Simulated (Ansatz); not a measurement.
**CH3BrOSi (SMILES BrC1O[SiH2]1): density, localisation and related maps**

Input file:

```
crystal:
  periodic: [false, false, false]
  atoms:
    - {symbol: Br, position_ang: [-0.945062, -1.738739, 1.400159]}
    - {symbol: C, position_ang: [0.349515, -0.653001, 0.459729]}
    - {symbol: O, position_ang: [0.255787, -0.717913, -0.964137]}
    - {symbol: Si, position_ang: [-0.151740, 0.825260, -0.448712]}
    - {symbol: H, position_ang: [1.334971, -0.882509, 0.851647]}
    - {symbol: H, position_ang: [-1.575593, 1.201083, -0.523553]}
    - {symbol: H, position_ang: [0.793422, 1.897919, -0.820733]}
basis:
  gaussian: {orbitals: def2-TZVPP}
hamiltonian: {xc: pbe0, dispersion: d4}
output: {orbitals: {seedname: orbitals}}
```

Command:

```sh
ansatz run in.yaml --threads 2 --pin off --events-out ev --progress --plain --max-ram 4352MiB
```

Geometry: PBE0-D4/def2-TZVP.

Level of theory: RKS PBE0-D4/def2-TZVPP (Ansatz).

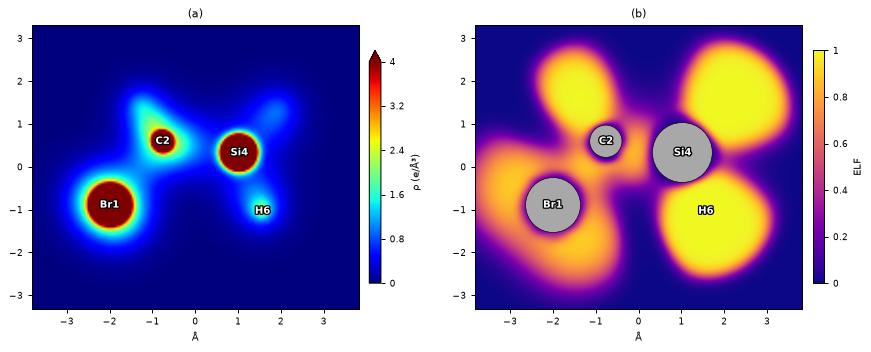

Figure 1. (a) total electron density; (b) electron localisation function on the plane of atoms C2, Si4 and H6. Grey discs cover the atomic cores in the ELF map.

Question: What do the fields say about this system?

Answer:
- The plane passes through Br, C, Si and H nuclei.
- C–Si (1.81 Å): ρ at the midpoint is about 0.93 e/Å³; the ELF peaks at about 0.80 between the atoms, as expected for a covalent bond.
- C–Br (1.93 Å): ρ is about 1.1 e/Å³ halfway; the ELF peaks at about 0.85 between the atoms; localised, covalent bonding.
- Si–H (1.47 Å): ρ at the midpoint is about 0.84 e/Å³; the ELF climbs to about 1 towards the hydrogen, as it does in any bond to H.
- The ELF also peaks beside Br1, away from the bonds: lone-pair regions.

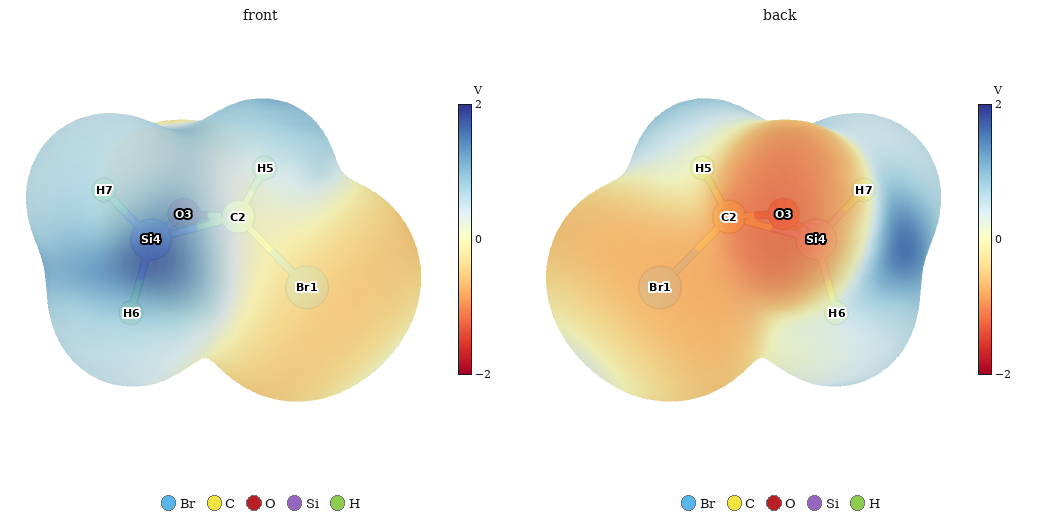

Figure 2. The molecular electrostatic potential painted on the density surface at 0.001 e/bohr³, seen from the front and from behind; red is negative and blue positive.

Question: Which sites attract a positive test charge, and which a negative one?

Answer: A positive charge is drawn to the negative regions and a negative charge to the positive ones. The most negative region (about −1.2 V) lies over O3, the most positive (about +1.6 V) over Si4. Br1 shows a σ-hole: about +0.2 V at the tip opposite its bond, against about −0.6 V on its flanks. O3 is the likeliest acceptor of a hydrogen bond.

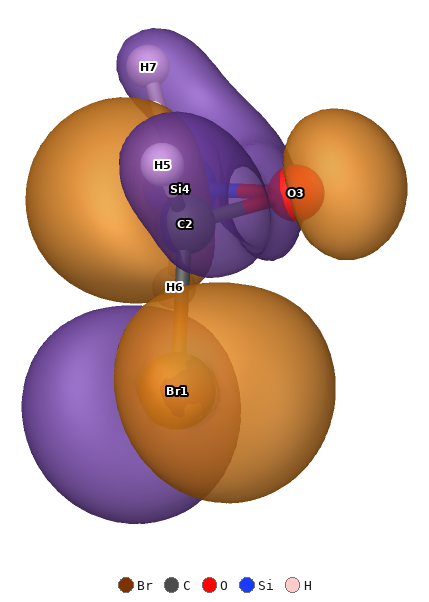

Figure 3. The HOMO at ±0.08 Å⁻³ᐟ² (orange and purple are the two phases), seen at an oblique angle.

Question: What is the character of this orbital?

Answer: It lies mainly on Br1 (about 50 %), C2 (about 15 %), Si4 (about 15 %) and O3 (about 10 %). Its energy is −7.39 eV.

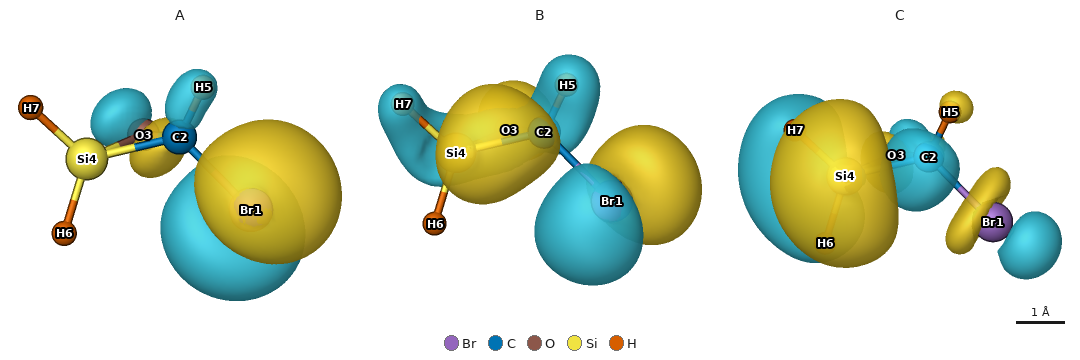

Figure 4. Three frontier orbitals at ±0.08 Å⁻³ᐟ² (yellow and cyan are the two phases), in no order.

Question: Which picture is the HOMO−1, the HOMO and the LUMO?

Answer: A is the HOMO−1 (−8.19 eV). By Hirshfeld shares it lies mainly on Br1 (about 90 %); largely a lone pair of Br1. B is the HOMO (−7.39 eV). By Hirshfeld shares it lies mainly on Br1 (about 50 %), C2 (about 15 %), Si4 (about 15 %) and O3 (about 10 %). C is the LUMO (−1.13 eV). Its weight (Hirshfeld) is mainly on Si4 (about 60 %), C2 (about 10 %), Br1 (about 10 %), O3 (about 5 %) and H7 (about 5 %).

Question: What is the HOMO–LUMO gap?

Answer: 6.26 eV between the orbital energies.
